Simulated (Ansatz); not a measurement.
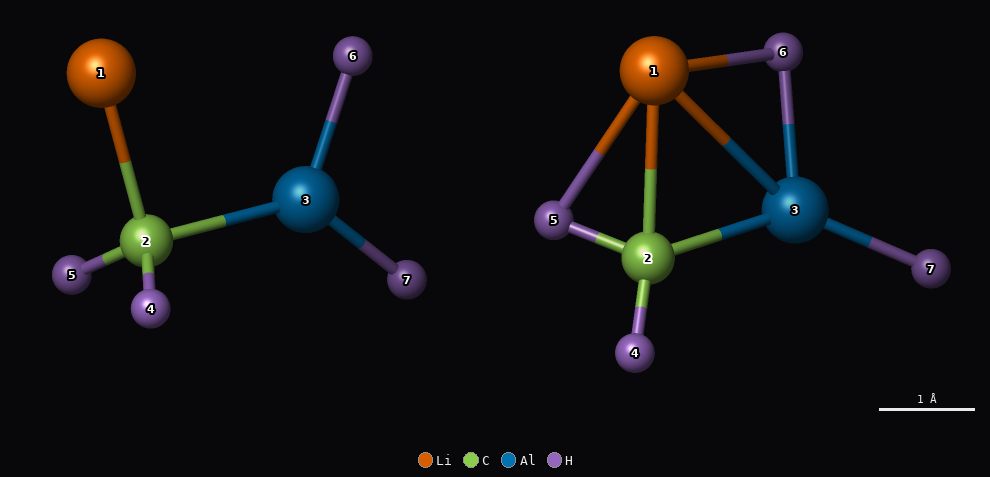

Two geometries of CH4AlLi, drawn at one scale. One is the start of a relaxation, the other its converged end. A ball-and-stick model, seen at a tilt.

These are results of RKS PBE0-D4/def2-TZVP in Ansatz, not measurements. Set-up: force threshold 0.005 eV/Å; at most 200 steps.

Question: Which of the two is the end point?

Answer: The right one is the relaxed one. The largest move after the best rigid fit is that of H5, 0.73 Å. Largest moves by element: H 0.73 Å, Li 0.65 Å, C 0.19 Å, Al 0.13 Å. Near-neighbour distances that change, for instance: Li1–H6 2.999 → 1.946 Å, Li1–H5 2.527 → 2.015 Å, Li1–Al3 2.928 → 2.450 Å, Al3–H6 1.591 → 1.666 Å. New bonds form: Li1–H6 (3.00 → 1.95 Å). Among the angles between lasting bonds that change: Li1–C2–H4 110.0° → 146.5°, Li1–C2–H5 109.2° → 74.3°, Li1–C2–Al3 98.7° → 78.5°. After 17 accepted moves (19 points after the start) the energy has fallen by 9.26 kcal/mol. Largest force component: 0.59 eV/Å at the start, 0.0045 eV/Å at the end. The line search rejected the trial steps at points 7, 14 of the run.
